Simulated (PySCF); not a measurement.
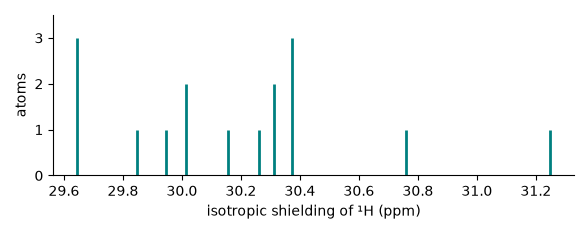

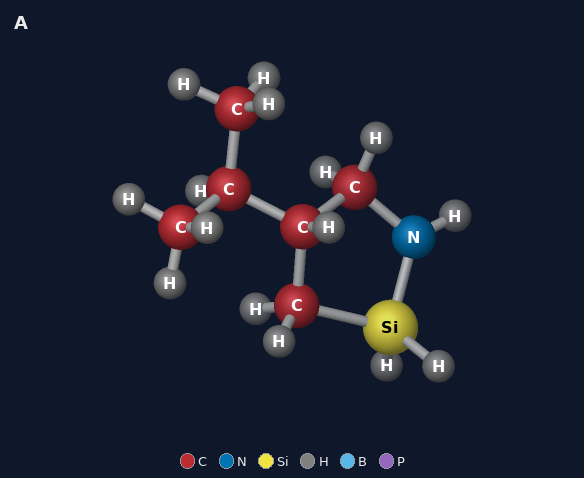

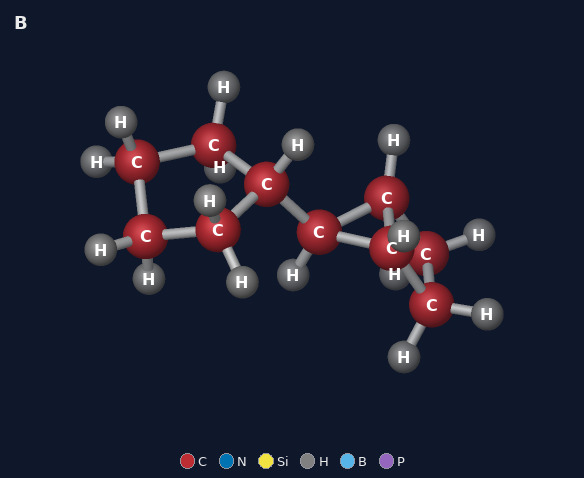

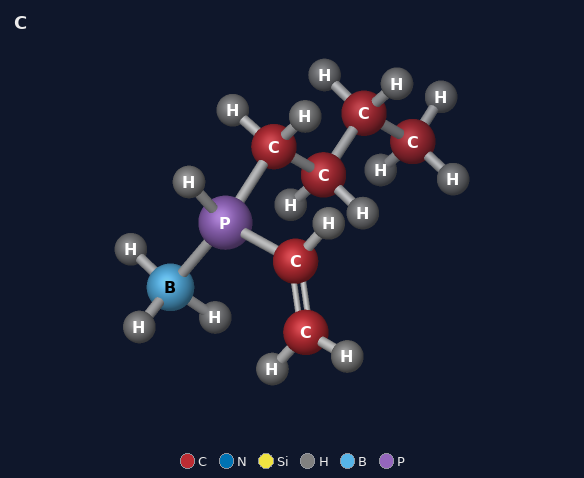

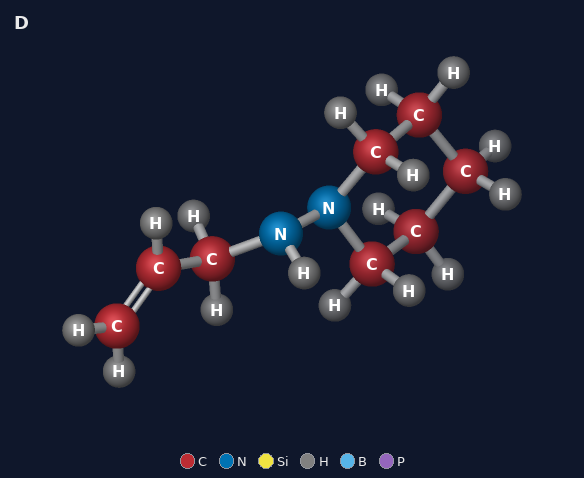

The sticks are computed shieldings of one of the molecules, for one fixed geometry (GFN2-xTB) without averaging over rotations. Low shielding means a high chemical shift. Method: GIAO PBE0/pcSseg-1 NMR shielding, non-relativistic, gas phase (PySCF 2.14.0).

Match the spectrum to a structure.

B, `C1CCC([C@H]2[C@@H]3CC[C@@H]32)C1`. Its 16 H atoms give lines at 29.64 (3 atoms), 29.85, 29.95, 30.01 (2 atoms), 30.16, 30.26, 30.31 (2 atoms), 30.37 (3 atoms), 30.76, 31.25 ppm.

The geometry is semi-empirical. Around B, P, Si such bond lengths and angles can be off by a tenth of an ångström or more and by several degrees, and values that hang on the shape move with them.
